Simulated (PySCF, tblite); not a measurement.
# C2H5ClO2Si: magnetic properties

What do calculations give for the magnetic properties of C2H5ClO2Si (`O[SiH2]O/C=C\Cl`)?

Computed with tblite 0.8.0 and PySCF 2.14.0 and routines of our own; the level stands in each step. Atoms count from 0.

### 1 The starting structure

11 atoms, charge 0, multiplicity 1; geometry from: force field or distance geometry start.

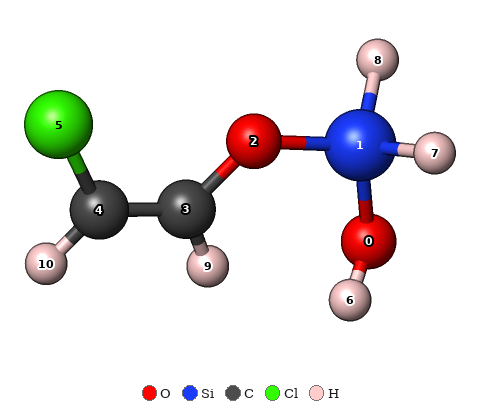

The starting geometry (oxygen red, silicon blue, carbon dark grey, chlorine green, hydrogen pink).

### 2 Optimising the geometry with GFN2-xTB, one coordinate held

What the job is given:

```
{"job": {"kind": "relax", "xc": "GFN2-xTB", "basis": "xTB"}, "charge": 0, "multiplicity": 1}
O      1.407700    -1.902600    -0.537000
Si     1.629400    -0.297500    -0.170900
O      0.205500     0.355600     0.345300
C     -0.949000    -0.388000     0.390400
C     -2.123900     0.087800     0.814400
Cl    -2.378600     1.704800     1.313800
H      0.970400    -2.413200     0.159000
H      2.638500    -0.219000     0.932200
H      2.130400     0.404700    -1.363400
H     -0.854800    -1.431000     0.094200
H     -3.031700    -0.502200     0.851900
```

Run with:

```sh
OMP_NUM_THREADS=1 python excited_run.py task.json out
```

One launch serves the whole session: the jobs run in the order shown.

What it wrote:

```text
step      E/eV     max force
  0    -579.83414    1.167
  1    -579.88931    0.595
  2    -579.91817    0.554
  3    -579.92930    0.372
  4    -579.93913    0.324
  5    -579.95070    0.464
  6    -579.96441    0.519
  7    -579.97625    0.313
  8    -579.98113    0.252
  9    -579.98491    0.251
 10    -579.99047    0.308
 11    -579.99791    0.382
 12    -580.00433    0.327
 13    -580.00780    0.189
 14    -580.00979    0.184
 15    -580.01207    0.238
 16    -580.01477    0.221
 17    -580.01716    0.174
 18    -580.01917    0.183
 19    -580.02144    0.191
 20    -580.02428    0.251
 21    -580.02718    0.242
 22    -580.02928    0.176
 23    -580.03071    0.134
 24    -580.03227    0.151
 25    -580.03465    0.199
 26    -580.03734    0.170
 27    -580.03940    0.126
 28    -580.04075    0.119
 29    -580.04192    0.202
 30    -580.04309    0.233
 31    -580.04434    0.201
 32    -580.04519    0.137
 33    -580.04578    0.147
 34    -580.04645    0.140
 35    -580.04741    0.123
 36    -580.04821    0.108
 37    -580.04861    0.091
 38    -580.04877    0.082
 39    -580.04889    0.088
 40    -580.04903    0.087
 41    -580.04916    0.081
 42    -580.04924    0.080
 43    -580.04933    0.080
 44    -580.04947    0.084
 45    -580.04965    0.088
 46    -580.04987    0.089
 47    -580.05009    0.087
 48    -580.05032    0.099
 49    -580.05055    0.100
 50    -580.05069    0.094
 51    -580.05063    0.103
 52    -580.05082    0.090
 53    -580.05086    0.089
 54    -580.05094    0.089
 55    -580.05098    0.090
 56    -580.05103    0.090
 57    -580.05108    0.092
 58    -580.05113    0.093
 59    -580.05116    0.094
```

Run time: 0.4 s. Hardware: 1 thread of Arm Neoverse V2, shared host; peak memory 0.17 GiB.

One coordinate is held by a constraint (a dihedral, as typed in the start), so the force along it need not vanish.

Along the way: (not every step is listed)

```csv
step,energy from step 0 (eV),largest force (eV/Å)
0,0.0000,1.1672
1,-0.0552,0.5952
2,-0.0840,0.5537
3,-0.0952,0.3724
4,-0.1050,0.3245
5,-0.1166,0.4643
6,-0.1303,0.5194
7,-0.1421,0.3134
8,-0.1470,0.2524
12,-0.1702,0.3265
16,-0.1806,0.2214
20,-0.1901,0.2513
24,-0.1981,0.1511
28,-0.2066,0.1193
32,-0.2111,0.1367
36,-0.2141,0.1083
40,-0.2149,0.0867
44,-0.2153,0.0844
48,-0.2162,0.0985
52,-0.2167,0.0904
54,-0.2168,0.0890
55,-0.2168,0.0899
56,-0.2169,0.0902
57,-0.2169,0.0916
58,-0.2170,0.0935
59,-0.2170,0.0936
```

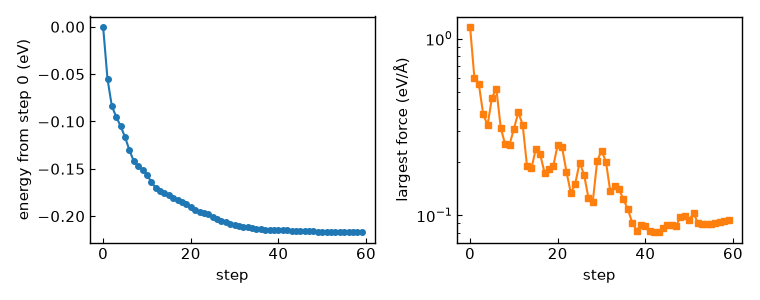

Energy and force, step by step.

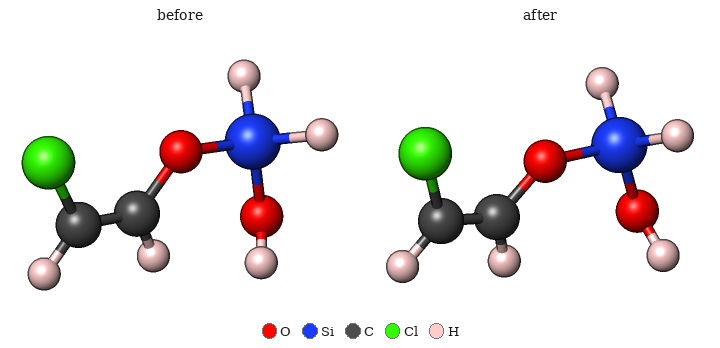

Before and after, at one scale.

Close pairs (by a distance rule), those that changed most:

```csv
bond,before (Å),after (Å),change (Å)
Si1–H7,1.497,1.455,-0.042
O2–C3,1.374,1.335,-0.039
O0–Si1,1.661,1.623,-0.038
Si1–H8,1.472,1.450,-0.022
O0–H6,0.968,0.953,-0.014
Si1–O2,1.649,1.635,-0.014
C4–Cl5,1.711,1.721,+0.009
C3–C4,1.337,1.328,-0.009
```

The next job starts from the end point, and lists it.

### 3 Magnetic properties: GIAO PBE/pcSseg-1

What the job is given:

```
{"job": {"kind": "mag", "xc": "PBE", "basis": "pcSseg-1", "isotopologues": 0}, "charge": 0, "multiplicity": 1}
O      1.607450    -1.905666    -0.573965
Si     1.601173    -0.344659    -0.128376
O      0.115080     0.178245     0.309937
C     -1.081915    -0.408240     0.376134
C     -2.174540     0.193801     0.830597
Cl    -2.162857     1.818280     1.397269
H      1.656279    -2.636086     0.036710
H      2.418358    -0.096816     1.050041
H      1.939742     0.329907    -1.366690
H     -1.144194    -1.433769     0.024844
H     -3.131399    -0.295439     0.871507
```

With the program's defaults for keys left out, this is: GIAO PBE/pcSseg-1 magnetisability, rotational g tensor and spin-rotation constants, non-relativistic, gas phase.

What it wrote:

```text
coarse grid: 10696 points
cycle   1  E = -978.4963069806  dE =  8.768e-01  |g| = 1.044e+00  |ddm| = 3.191e+00
cycle   2  E = -977.8231220769  dE =  6.732e-01  |g| = 2.119e+00  |ddm| = 2.875e+00
cycle   3  E = -978.6706447634  dE = -8.475e-01  |g| = 2.473e-01  |ddm| = 2.387e+00
cycle   4  E = -978.6769202426  dE = -6.275e-03  |g| = 1.964e-01  |ddm| = 4.019e-01
cycle   5  E = -978.6864212915  dE = -9.501e-03  |g| = 4.856e-02  |ddm| = 1.963e-01
cycle   6  E = -978.6868988491  dE = -4.776e-04  |g| = 1.588e-02  |ddm| = 5.112e-02
cycle   7  E = -978.6869441209  dE = -4.527e-05  |g| = 5.772e-03  |ddm| = 1.680e-02
cycle   8  E = -978.6869504320  dE = -6.311e-06  |g| = 1.214e-03  |ddm| = 5.160e-03
final grid: 95368 points
cycle   9  E = -978.7585407265  dE = -6.639e-06  |g| = 1.615e-02  |ddm| = 2.474e-02
cycle  10  E = -978.7583812605  dE =  1.595e-04  |g| = 3.302e-02  |ddm| = 3.457e-02
cycle  11  E = -978.7585822631  dE = -2.010e-04  |g| = 4.876e-03  |ddm| = 2.744e-02
cycle  12  E = -978.7585876568  dE = -5.394e-06  |g| = 1.481e-03  |ddm| = 5.412e-03
cycle  13  E = -978.7585881712  dE = -5.144e-07  |g| = 2.350e-04  |ddm| = 1.560e-03
cycle  14  E = -978.7585881856  dE = -1.436e-08  |g| = 5.845e-05  |ddm| = 2.830e-04
cycle  15  E = -978.7585881863  dE = -7.619e-10  |g| = 1.631e-05  |ddm| = 7.233e-05
converged SCF energy = -978.7585881863

Magnetisability tensor (1e-30 J/T^2)
    -1004.21       12.72      -18.70
       12.72    -1043.60        9.88
      -18.70        9.88    -1099.15
isotropic -1048.98   principal values   -1105.11  -1043.76   -998.09
isotropic susceptibility -63.171 1e-6 cm^3/mol

Inertial axes            a          b          c
rot. const./GHz      8.0624     0.9201     0.8366
chi total           -61.580    -61.421    -66.513
chi diamagnetic    -250.503  -1298.484  -1427.699
chi paramagnetic    188.922   1237.063   1361.186
quadrupole/D A       -1.997      4.531     -2.533
g nuclear            0.6287     0.5231     0.5281
g electronic        -0.7156    -0.5347    -0.5350
g total             -0.0869    -0.0117    -0.0070

Spin-rotation constants (kHz, H = +C I.J)
atom  isotope        aa         bb         cc
  5   35Cl        2.171      0.195      0.138
  6     1H       -0.965     -0.075     -0.025
  7     1H       -0.725     -0.036      0.008
  8     1H       -0.685     -0.060      0.022
  9     1H       -0.352      0.042     -0.091
 10     1H       -0.471      0.032     -0.093
  0    17O*      -0.606     -0.084     -0.094
  1   29Si*      -5.000     -0.552     -0.503
  2    17O*      -1.963     -0.170     -0.080
  3    13C*       2.541      0.442      0.170
  4    13C*       2.127      0.372      0.159
* in the singly substituted isotopologue
```

Wall time 20 s (1 thread of Arm Neoverse V2, shared host); peak memory 0.52 GiB.

In short:

```csv
quantity,value
magnetisability,-1049·10⁻³⁰ J/T²
molar susceptibility,-63.2·10⁻⁶ cm³/mol
"rotational g (a, b, c)","-0.0869, -0.0117, -0.0070"
```

Orbitals, density, ELF and potential are computed afterwards from the orbital file.

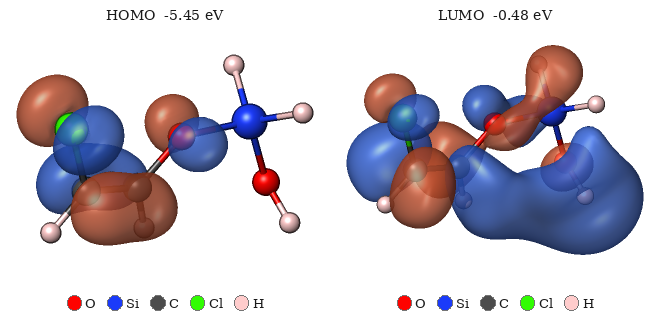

Frontier orbitals at PBE/pcSseg-1; each surface holds 70 % of the orbital's density, blue and red mark the sign.

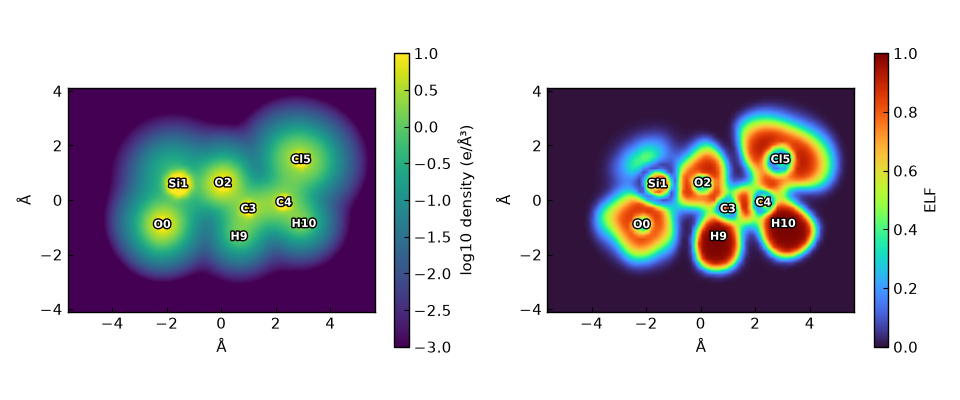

Density (left) and ELF (right) in a plane through or near 8 of the atoms.

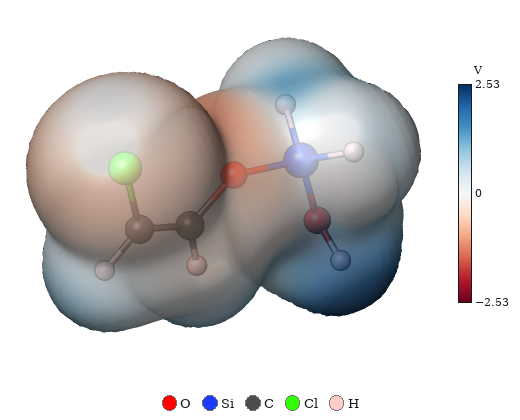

The potential that a unit positive charge feels on the 0.002 e/bohr³ surface, from the 1st to the 99th percentile, from -1.05 V near O2 to 2.53 V near H6.

### 4 Results

| quantity | value |
| --- | --- |
| magnetisability (step 3, GIAO PBE/pcSseg-1) | -1049·10⁻³⁰ J/T² |
| molar susceptibility (step 3, GIAO PBE/pcSseg-1) | -63.2·10⁻⁶ cm³/mol |
| rotational g (a, b, c) (step 3, GIAO PBE/pcSseg-1) | -0.0869, -0.0117, -0.0070 |
| surface potential, 1st and 99th percentile | -1.05 V and 2.53 V |

In words: At PBE/pcSseg-1, counted by nearest atom on the grid, the HOMO lies on C4 26 %; Cl5 25 %, the LUMO on C3, C4 about 20 % each; H6 17 %. Vibrational averaging and real surroundings are missing from these values.
